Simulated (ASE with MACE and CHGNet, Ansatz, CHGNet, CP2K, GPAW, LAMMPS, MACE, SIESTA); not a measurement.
# Machine-learned potentials runs on glassy 68GeO2-29MgO-3Fe2O3 (mol %) (94 atoms)

Wanted: machine-learned potentials inputs and outputs for glassy 68GeO2-29MgO-3Fe2O3 (mol %) (94 atoms), checked against a plane-wave reference.

Program: ASE with MACE and CHGNet. Level of theory: the method is named at each step. Results are calculated unless marked as measured.

## 1. The starting structure

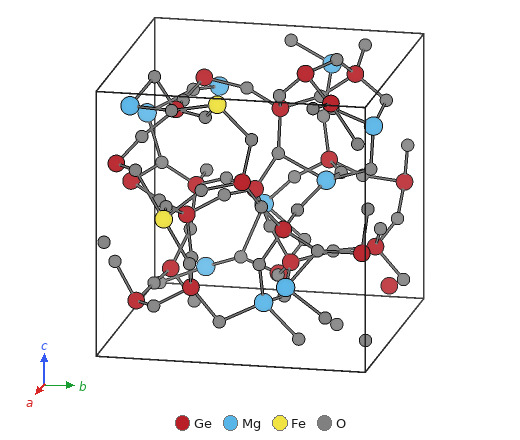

The starting structure, seen slightly off an axis (germanium red, magnesium blue, iron yellow, oxygen grey). Bonds to atoms that aren't drawn are left out. Some periodic images of atoms are drawn too.

The cell holds 94 atoms: 23 Ge, 10 Mg, 2 Fe and 59 O. Cell: a = 10.966 Å, b = 10.966 Å, c = 10.966 Å, α = 90.0°, β = 90.0°, γ = 90.0°. 94 atoms (23 Ge, 10 Mg, 2 Fe, 59 O) placed at random at 3.61 g/cm³, melted at 4000 K for 10 ps at fixed volume with the Morse and Coulomb pair potential with partial charges (Pedone, Malavasi, Menziani, Cormack and Segre, J. Phys. Chem. B 110, 11780 (2006)). Quenched from 4000 K to 300 K at 100 K/ps and fixed volume, held 10 ps at zero pressure.

The yardstick, on the same geometry:

```
method                                           : Kohn-Sham DFT, PBE, PAW, plane waves (Ansatz 0.2.0); cutoff 420 eV, Γ point, fermi-dirac smearing of 0.05 eV, spin polarised, started with 2 parallel moments, ending at -10.0 μB in the cell; PAW set soft_2
r.m.s. force component                           : 1.318 eV/Å
longest force                                    : 4.545 eV/Å
pressure                                         : 5.763 GPa
gap (highest filled to lowest empty level) : 0.4271 eV
SCF cycles                                       : 21
time                                             : 99 s on 4 threads of Arm Neoverse V1, shared host
CPU time                                         : 6.4 min
```

## 2. MACE MP-0b3 medium potential

Method: machine-learned interatomic potential MACE MP-0b3 medium, trained on PBE(+U) plane-wave data.

run.py reads:

```python
import numpy as np
from ase.io import read
import mlip  # loads the published weights by name

atoms = read("structure.xyz")
atoms.calc = mlip.calc("mace-mp-0b3-medium")
energy = atoms.get_potential_energy()
forces = atoms.get_forces()
print(f"energy {energy:.6f} eV")
print("forces (eV/A)")
for i, (a, f) in enumerate(zip(atoms, forces)):
    print(f"{i:4d} {a.symbol:2s} {f[0]:10.5f} {f[1]:10.5f} {f[2]:10.5f}")
stress = -atoms.get_stress(voigt=False) * 160.21766
print("stress (GPa, compression positive)")
for row in stress:
    print(" ".join(f"{x:10.4f}" for x in row))
```

structure.xyz reads:

```xyz
94
Lattice="10.96646 0.00000 0.00000 0.00000 10.96646 0.00000 0.00000 0.00000 10.96646" Properties=species:S:1:pos:R:3 pbc="T T T"
Ge 8.69026 0.33020 7.37023
Ge 4.76668 5.12704 5.51580
Ge 0.21396 9.60245 0.50512
Ge 5.98407 7.44831 10.76841
Ge 2.96018 2.33860 5.00937
Ge 1.27902 5.31731 1.06704
Ge 3.45794 9.74776 3.04144
Ge 7.53297 0.88466 1.40327
Ge 4.05726 6.00567 8.71022
Ge 4.17734 6.45080 2.39672
Ge 1.24842 7.37966 5.88734
Ge 7.04036 2.83637 4.95180
Ge 10.07840 5.75586 7.30640
Ge 8.86880 3.40739 2.48226
Ge 5.00125 0.12425 5.60353
Ge 8.35107 8.99974 10.28457
Ge 0.72017 10.33304 4.99281
Ge 8.06046 6.99836 4.86659
Ge 3.49008 2.78208 9.63173
Ge 8.63433 10.32207 4.24435
Ge 3.16306 8.86540 10.05252
Ge 4.06055 1.53443 1.81056
Ge 6.70062 2.31666 9.17487
Mg 0.74967 4.62149 3.75009
Mg 5.62590 10.13761 8.65956
Mg 0.40357 2.71979 8.41018
Mg 0.14070 2.10819 0.82468
Mg 7.60963 6.09494 1.66241
Mg 0.10056 7.24806 9.52316
Mg 4.70417 8.01528 6.02958
Mg 10.41145 7.60250 3.15878
Mg 9.45846 1.05103 10.01830
Mg 2.45539 0.22350 7.72258
Fe 9.09131 4.52871 10.17183
Fe 10.29915 2.61024 5.64904
O 7.26418 1.05541 8.13086
O 8.33363 6.07608 3.43799
O 2.72517 8.18778 5.81551
O 6.42108 7.21494 5.22881
O 9.05095 1.92779 1.66789
O 3.46650 2.20283 3.31165
O 7.66599 7.53681 0.24773
O 8.21366 10.47692 5.96016
O 3.13038 7.44228 9.03494
O 7.33711 3.10175 3.26515
O 8.93437 10.21690 8.83962
O 0.28853 8.53607 5.03361
O 9.46932 6.00951 8.91705
O 0.92316 3.70458 1.53947
O 3.64361 3.71204 5.56679
O 0.25387 0.26309 0.08378
O 10.76709 9.29320 2.09262
O 4.49614 8.39877 0.02435
O 9.05544 6.31811 6.03890
O 4.34557 5.98122 6.91951
O 8.01429 10.33709 0.46092
[... 34 atom lines left out ...]
O 3.56399 10.21306 9.15612
O 5.64795 6.50816 1.41358
O 6.22796 4.19390 5.62141
O 10.52758 4.18853 7.00516
```

Started as:

```bash
> OMP_NUM_THREADS=1 python run.py > output.txt
```

Numbers of over 12 decimals in the logs are rounded to 6 here.

What it wrote:

```text
energy -581.141499 eV
forces (eV/A)
   0 Ge    0.16318   -0.57917    0.33412
   1 Ge    0.25156   -2.97504   -2.14234
   2 Ge   -0.72783    0.74471    2.43144
   3 Ge   -2.31652    1.27454   -0.20343
   4 Ge   -1.05818   -0.93170   -2.38542
   5 Ge   -0.57837    0.32048    0.30342
   6 Ge   -2.17470    0.07979    0.22859
   7 Ge   -1.03451   -1.22458   -0.05246
   8 Ge   -0.10780   -0.19302    0.56614
   9 Ge   -0.86252    0.92256   -1.01554
  10 Ge    0.94899    0.03059   -0.12579
  11 Ge   -0.56440   -0.46531   -0.53200
  12 Ge   -0.52643    1.87155   -0.51893
  13 Ge   -0.65979    2.34055    0.60029
  14 Ge   -0.73061    2.50110   -2.78395
  15 Ge   -1.91808    2.00059   -0.31400
  16 Ge   -0.36040   -2.06019   -0.61605
  17 Ge   -1.96382    0.10620   -0.62013
  18 Ge    0.22353    0.48923    0.97116
  19 Ge    0.97408   -2.51683    2.23178
  20 Ge   -0.05404   -1.29381    0.81967
  21 Ge    1.77056   -0.11526    0.68301
  22 Ge    3.24167    0.71892    2.10434
  23 Mg   -0.54260   -0.07741   -0.85223
[...]
86 O     2.67581    1.19648   -0.30617
  87 O    -2.24874   -0.83654   -1.14381
  88 O     1.23118   -1.81048   -0.95433
  89 O    -0.70088    0.04910   -0.06966
  90 O     0.97171    2.51398   -2.15133
  91 O     0.91976   -0.52571    0.43723
  92 O     0.65884    1.15438    0.88640
  93 O     1.36033   -3.91128   -0.07505
stress (GPa, compression positive)
    5.7671    -0.3765     1.4103
   -0.3765     4.9513     0.5018
    1.4103     0.5018     4.9806
```

Elapsed: 11 s, on 1 thread of Arm Neoverse V1, shared host; peak memory 1.1 GiB.

Banners, paths, timers and routine set-up lines are dropped from the logs unmarked, and long logs keep their key lines alone; longer cuts are marked.

Compared with the plane-wave run:

- r.m.s. force component: 1.237 eV/Å
- r.m.s. difference of force components: 150.4 meV/Å
- longest difference of force vectors: 672.9 meV/Å
- force difference over r.m.s. force: 11.41 %
- slope of forces against the reference's: 0.9337
- correlation of force components: 0.9951
- pressure: 5.233 GPa
- pressure difference: -0.5301 GPa

Length of the force difference by element (eV/Å):

| element | atoms | mean | most |
| --- | --- | --- | --- |
| Fe | 2 | 0.29 | 0.30 |
| Ge | 23 | 0.29 | 0.54 |
| Mg | 10 | 0.16 | 0.29 |
| O | 59 | 0.21 | 0.67 |

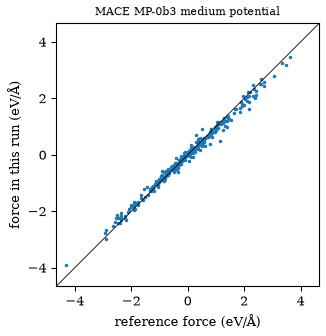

Force components against those of the reference; the line marks equality.

Local excerpt of 11 atoms (numbers count through the whole input) about O94, which bears the longest force; x, y, z are measured from there.

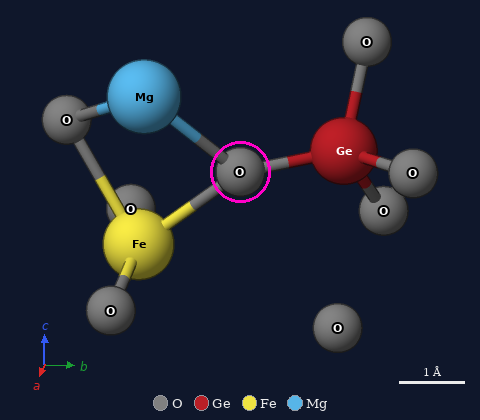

The atoms of the table, within 3.1 Å (arrows a, b, c point along x, y, z); some may hide others; the central atom is ringed.

| atom | x | y | z | distance (Å) | bonds | Fx | Fy | Fz (eV/Å) |
| --- | --- | --- | --- | --- | --- | --- | --- | --- |
| O94 | 0.00 | 0.00 | 0.00 | 0.00 | 3 | 1.36 | -3.91 | -0.08 |
| Ge13 | -0.45 | 1.57 | 0.30 | 1.66 | 4 | -0.53 | 1.87 | -0.52 |
| Fe35 | -0.23 | -1.58 | -1.36 | 2.09 | 5 | 0.34 | 0.38 | -0.40 |
| Mg26 | 0.84 | -1.47 | 1.41 | 2.20 | 4 | -1.16 | 0.69 | 0.03 |
| O54 | -1.47 | 2.13 | -0.97 | 2.76 | 2 | 0.70 | -0.47 | 1.33 |
| O48 | -1.06 | 1.82 | 1.91 | 2.84 | 3 | -0.28 | 0.16 | 0.88 |
| O83 | -0.49 | -2.79 | 0.53 | 2.88 | 3 | 1.31 | 1.05 | 0.45 |
| O79 | 0.90 | 2.79 | 0.43 | 2.96 | 3 | -0.38 | 0.12 | 1.72 |
| O85 | 1.54 | 1.74 | -1.97 | 3.04 | 2 | -0.18 | -1.23 | -0.41 |
| O57 | 1.68 | -1.80 | -1.86 | 3.09 | 2 | -1.76 | 0.52 | -0.04 |
| O82 | -2.04 | -1.88 | -1.36 | 3.09 | 2 | 0.51 | -0.33 | 1.12 |

Atoms are counted from 1 here, from 0 in the log.

Forces lie 11 % from the reference's, at 0.024 times its CPU time (on 1 against 4 cores).

## 3. CHGNet r2SCAN potential

Method: machine-learned interatomic potential CHGNet r2SCAN, trained on r2SCAN plane-wave data.

Edit run.py of step 2 so:

```diff
@@ -5,3 +5,3 @@
 atoms = read("structure.xyz")
-atoms.calc = mlip.calc("mace-mp-0b3-medium")
+atoms.calc = mlip.calc("chgnet-r2scan")
 energy = atoms.get_potential_energy()
```

structure.xyz is that of step 2.

What it wrote:

```text
CHGNet vr2scan initialized with 412,525 parameters
CHGNet will run on cpu
energy -920.555298 eV
forces (eV/A)
   0 Ge    0.08692   -0.50803    0.54947
   1 Ge    0.03262   -2.33819   -1.96386
   2 Ge   -0.46834    0.42111    1.85573
   3 Ge   -1.49786    0.86023    0.29979
   4 Ge   -1.05114   -0.74555   -2.03770
   5 Ge   -0.22667    0.05800    0.69452
   6 Ge   -1.77975    0.13884    0.21253
   7 Ge   -0.67507   -0.76094   -0.39169
   8 Ge   -0.30663   -0.15926    0.19126
   9 Ge   -0.81315    0.57403   -0.45984
  10 Ge    0.59651   -0.04927   -0.32082
  11 Ge   -0.60643   -0.36791   -0.62171
  12 Ge   -0.36455    1.78780   -0.67358
  13 Ge   -0.67887    1.40519    0.43217
  14 Ge   -0.61866    2.25750   -2.39741
  15 Ge   -1.24198    1.96738   -0.09457
  16 Ge   -0.40229   -1.47692   -0.68855
  17 Ge   -1.10437   -0.04906   -0.63942
  18 Ge    0.22497    0.30523    0.76541
  19 Ge    0.95321   -1.76185    1.87141
  20 Ge   -0.34569   -1.14283    0.76864
  21 Ge    1.33507   -0.07348    0.43532
  22 Ge    2.60866   -0.02642    1.78189
  23 Mg   -0.40944   -0.04183   -0.69656
[...]
86 O     1.90027    0.61391   -0.26087
  87 O    -2.16476   -0.33318   -0.64127
  88 O     1.00205   -1.29819   -0.75629
  89 O    -0.27022    0.11546   -0.13691
  90 O     0.80682    2.02378   -1.74926
  91 O     0.52511   -0.34804    0.24723
  92 O     0.28087    0.89602    0.58432
  93 O     0.97868   -3.18666   -0.15073
stress (GPa, compression positive)
    1.1600    -0.2673     1.0755
   -0.2673     0.9381     0.3962
    1.0755     0.3962     0.8476
```

The job ended after 5.7 s (1 thread; peak memory 1.2 GiB).

Against the reference:

```yaml
r_m_s_force_component: 0.9658 eV/Å
r_m_s_difference_of_force_components: 396.5 meV/Å
longest_difference_of_force_vectors: 1213 meV/Å
force_difference_over_r_m_s_force: 30.08 %
slope_of_forces_against_the_reference_s: 0.7232
correlation_of_force_components: 0.987
pressure: 0.9819 GPa
pressure_difference: -4.781 GPa
```

Against the first run (11 %), the force difference from the reference is 30 %, at 0.51 times the CPU time; this potential was trained at another functional than the reference's, which explains only part of so large a difference.

## 4. MACE MPA-0 medium potential

Method: machine-learned interatomic potential MACE MPA-0 medium, trained on PBE(+U) plane-wave data.

Edit run.py of step 3 so:

```diff
@@ -5,3 +5,3 @@
 atoms = read("structure.xyz")
-atoms.calc = mlip.calc("chgnet-r2scan")
+atoms.calc = mlip.calc("mace-mpa-0-medium")
 energy = atoms.get_potential_energy()
```

structure.xyz is that of step 3.

What it wrote:

```text
energy -580.023240 eV
forces (eV/A)
   0 Ge    0.42405   -0.46489    0.28577
   1 Ge    0.23019   -3.00780   -2.47939
   2 Ge   -0.75026    0.88799    2.41809
   3 Ge   -2.22458    1.28273    0.03655
   4 Ge   -1.22759   -0.74419   -2.40091
   5 Ge   -0.50151    0.27091    0.50286
   6 Ge   -2.20759   -0.09329    0.33124
   7 Ge   -1.07387   -1.21655   -0.07222
   8 Ge   -0.32217   -0.40113    0.49841
   9 Ge   -1.05181    0.73045   -0.93433
  10 Ge    1.06858   -0.07014   -0.27328
  11 Ge   -0.57925   -0.44678   -0.44491
  12 Ge   -0.48823    1.68576   -0.57665
  13 Ge   -0.50591    2.43273    0.79833
  14 Ge   -0.49294    2.42577   -2.75035
  15 Ge   -1.65218    2.25464   -0.36788
  16 Ge   -0.35580   -1.86774   -0.44855
  17 Ge   -1.88407   -0.14826   -0.62969
  18 Ge    0.14490    0.32020    0.88327
  19 Ge    1.01695   -2.37458    2.17951
  20 Ge   -0.14803   -1.08155    0.90252
  21 Ge    1.80034    0.08153    0.73035
  22 Ge    3.34468    0.73324    2.20468
  23 Mg   -0.63574   -0.15763   -1.03335
[...]
86 O     2.81600    1.12549   -0.23487
  87 O    -2.31301   -0.90608   -1.20221
  88 O     1.43113   -1.86083   -0.94732
  89 O    -0.60342    0.22572   -0.10805
  90 O     1.03862    2.45684   -2.12030
  91 O     0.90857   -0.45366    0.25929
  92 O     0.59867    1.03935    0.87539
  93 O     1.38878   -3.98977   -0.14014
stress (GPa, compression positive)
    5.7985    -0.2946     1.3846
   -0.2946     5.0612     0.5278
    1.3846     0.5278     5.0888
```

Elapsed: 8.8 s, on 1 thread; peak memory 1.1 GiB.

Numbers from this run, and their distance from the reference:

```
r.m.s. force component                  : 1.238 eV/Å
r.m.s. difference of force components   : 152.2 meV/Å
longest difference of force vectors     : 720.4 meV/Å
force difference over r.m.s. force      : 11.54 %
slope of forces against the reference's : 0.9347
correlation of force components         : 0.9949
pressure                                : 5.316 GPa
pressure difference                     : -0.4469 GPa
```

Against the first run (11 %), the force difference from the reference is 12 %, at 0.93 times the CPU time.

## 5. The ladder

Differences are against the plane-wave reference, forces as r.m.s. over components; share is that over the reference's r.m.s. force, slope the least-squares factor from reference forces to these. Total energies of different programs have different zeros and aren't compared.

| run | Δ force, r.m.s. (meV/Å) | share (%) | slope | Δ pressure (GPa) | cores | CPU time | memory (GiB) |
| --- | --- | --- | --- | --- | --- | --- | --- |
| reference | - | - | - | - | 4 | 6.4 min | 3.4 |
| MACE MP-0b3 medium potential | 150 | 11.4 | 0.934 | -0.530 | 1 | 9.4 s | 1.1 |
| CHGNet r2SCAN potential | 396 | 30.1 | 0.723 | -4.78 | 1 | 4.8 s | 1.2 |
| MACE MPA-0 medium potential | 152 | 11.5 | 0.935 | -0.447 | 1 | 8.8 s | 1.1 |

Times of the machine-learned potentials are mostly Python's start and the loading of weights.

CPU time is summed over cores on a shared host, where runs went side by side, so it is rough. Symmetry, cutoffs, thresholds, outputs and thread counts weren't matched or tuned between programs; memory under MPI is the largest rank's times the ranks.

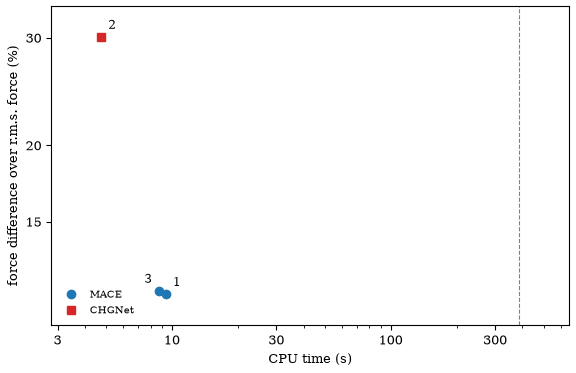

Force difference against CPU time; the dashed line marks the reference's time. Points: 1 MACE MP-0b3 medium potential; 2 CHGNet r2SCAN potential; 3 MACE MPA-0 medium potential.

## 6. Results

```
nearest in forces : MACE MP-0b3 medium potential, 11 %
its CPU time      : 9.4 s
```

What this shows: Machine-learned potentials differ by 11 % (MACE MP-0b3 medium potential) to 30 % (CHGNet r2SCAN potential); they were trained on other programs' data, some at another functional, the PBE(+U) sets with a Hubbard term on some transition metals in oxides and fluorides. Machine-learned potentials mimic data converged in k, so the reference's own k-point error enters their differences. In the spin-polarised runs the search for a state of lower energy was switched off. The quench rate of 100 K/ps is many orders above laboratory rates, so the cell is likely richer in defects and strain than a real sample. The network of bonds at the start is that of the classical potential that made the cell, and needn't be the one that DFT or experiment would give. The run was spin polarised, started with 2 parallel moments, ending at -10.0 μB in the cell; that starting order needn't be the real material's, and it bears on forces, charges and levels. With open d shells in the cell, the gap can be one between d levels of these ions, not the gap of the host. Without a Hubbard term or exact exchange, open shells on Fe are likely too delocalised. The electronic-structure runs sample only Γ, in a cell whose shortest periodic width is 11 Å.

[Also dropped from logs without a mark: logging warnings of Python, and SIESTA's first energy breakdown and zero terms.]

[Logs are printed without paths, hosts, clocks, repeated set-up lines and the standing remarks that a program may print on its own settings, such as how far it seeks lower states.]

[Hosts, paths, dates, database ids (printed as entryN), source tags and the programs' standing remarks are cut or masked in the printed files.]
